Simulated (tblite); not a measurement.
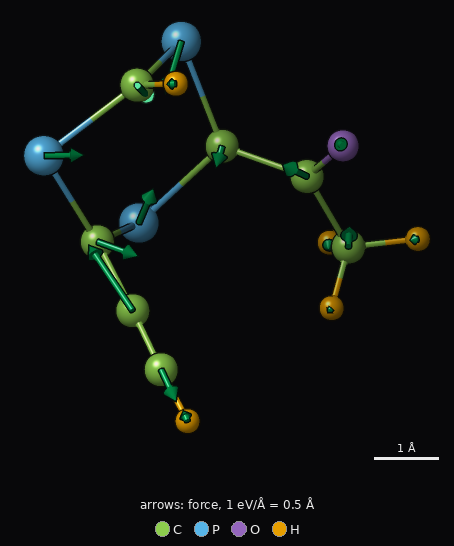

Starting geometry of C₇H₅OP₃ with the computed forces as green arrows. Style: ball-and-stick. Shown at a tilt.

These are results of tblite 0.8.0, GFN2-xTB geometry optimisation, gas phase, not measurements. 

Is this structure relaxed? If not, where do the atoms go?

It isn't relaxed: the largest force vector, on a C atom, is 2.94 eV/Å. The final displacements have little in common with the starting forces (cosine between the two patterns 0.25). The energy falls by 5.443 eV in 120 geometry steps. An H atom moves most after the best rigid fit: 2.52 Å. By element the largest moves are H 2.52 Å, C 1.71 Å, P 1.61 Å, O 1.17 Å. Near-neighbour distances that change, for instance: C–C 2.712 → 1.496 Å, P–P 3.142 → 2.195 Å, C–P 3.472 → 2.621 Å, C–P 3.480 → 2.830 Å. New bonds form: C–C (2.71 → 1.50 Å). Among the angles between lasting bonds that change: C–P–C 94.1° → 47.0°, P–C–P 115.1° → 72.4°, C–C–P 120.7° → 130.6°. Groups turn about C–P by about 75°, C–P by about 55°, C–C by about 20°.
